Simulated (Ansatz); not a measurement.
Fields on a plane of YPb3 (Cu3Au type)

```
YPb3
1.0
    4.86063     0.00000     0.00000
    0.00000     4.86063     0.00000
    0.00000     0.00000     4.86063
Y Pb
1 3
Direct
  0.00000   0.00000   0.00000
  0.50000   0.50000   0.00000
  0.00000   0.50000   0.50000
  0.50000   0.00000   0.50000
```

The slice is a {100} plane (indices of the conventional cell) through the point (0.000, 0.000, 0.000) (fractional), spanned by u = [100] and v = [010] in vectors of this cell: u (4.86 Å) and v (4.86 Å, at 90° to u). It covers one period; positions are fractions (u, v).

Atoms on it: Y at (0.00, 0.00); Pb at (0.50, 0.50).

Calculation: r2SCAN (plane waves to 500 eV, PAW, scalar-relativistic; Ansatz, a program for electronic structure). k mesh 10×10×10. These are valence fields of a PAW run, semicore shells included where kept as valence: close to a nucleus they are smooth pseudo fields. Spin-orbit coupling is left out, though Pb is heavy. YPb3 is run without spin polarisation. YPb3 was relaxed with its symmetry unable to fall.

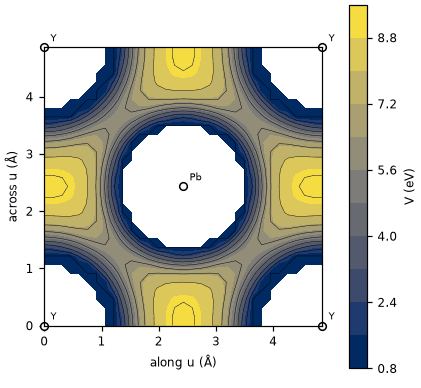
Electrostatic potential energy of an electron, from the cell's mean, in eV, one period of the plane, atoms marked. Points within 1 Å of a nucleus are left white, as the pseudised field means little there. Values under 1 eV are set to 1. The zero, the cell's mean, hangs on the PAW cores.

```
|#####*=-:.             .:-=*####|
|####*+=-..             ..-=+*###|
|####*+=:.               .:=+*###|
|##**+=-:.               .:-=+**#|
|**++=-:...  .........  ...:-=++*|
|+===-:.....................:-===|
|---::........:::::::........::--|
|::........::::-----::::........:|
|...  ....:::---===---:::....  ..|
|      ..:::-===+++===-:::..     |
|      ..::-==+*****+==-::..     |
|     ...:-==+*#####*+==-:...    |
|     ..::-=+*#%%%%%#*+=-::..    |
|     ..:--=*#%%@@@%%#*=--:..    |
|     ..:-=+*#%@@@@@%#*+=-:..    |
|     ..:-=+*#%@@@@@%#*+=-:..    |
|     ..:-=+*#%@@@@@%#*+=-:..    |
|     ..:--=*#%%@@@%%#*=--:..    |
|     ..::-=+*#%%%%%#*+=-::..    |
|     ...:-==+*#####*+==-:...    |
|      ..::-==+*****+==-::..     |
|      ..:::-===+++===-:::..     |
|...  ....:::---===---:::....  ..|
|::........::::-----::::........:|
|---::........:::::::........::--|
|+===-:.....................:-===|
|**++=-:...  .........  ...:-=++*|
|##**+=-:.               .:-=+**#|
|####*+=:.               .:=+*###|
|####*+=-..             ..-=+*###|
|#####*=-:.             .:-=*####|
|#####*+-:.             .:-+*####|
```
Scale: ten equal steps from -1.23 (start of ' ') to 1.02 (end of '@'), in the order ' .:-=+*#%@'. Values: log₁₀ of the valence density in e/Å³. The map has 32 points along u (one character each, u = 0 at the left) and 32 along v (v = 0 in the bottom row). The scale is logarithmic, as a density can span decades between atoms and voids.

| Item | Value |
|---|---|
| Density on the Y–Pb line (3.44 Å) at its density minimum, 1.5 Å from Y | 0.11 e/Å³ |
| ELF at that point | 0.1 |
